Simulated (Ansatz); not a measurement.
The figure comes from a scan of NaCl (rock salt): a phonon pattern at X = (0.5, 0.5, 0.0) is frozen into a 4-atom cell, Q being the largest atomic displacement. Calculation: PBE (plane waves to 420 eV, PAW, scalar-relativistic; Ansatz, an electronic-structure program). k mesh 10×10×10 (Γ-centred), Fermi-Dirac smearing 0.05 eV. Energies are smeared free energies. NaCl was relaxed with its symmetry unable to fall. ΔE is measured from the undisplaced structure.

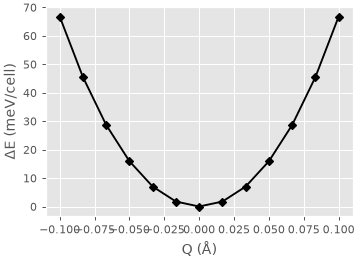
ΔE (meV/cell) against Q (Å); markers are the computed points, lines only join them.

### Question
Read the plotted values off the figure, to the accuracy that the plot allows.

### Answer
To the nearest 1:

```csv
Q (Å),ΔE (meV/cell)
-0.100,67
-0.083,45
-0.067,29
-0.050,16
-0.033,7
-0.017,2
0.000,0
0.017,2
0.033,7
0.050,16
0.067,29
0.083,45
0.100,67
```

(A displaced cell: forces are minus the slopes of the energy, force constants its curvatures, and phonons follow from these.)
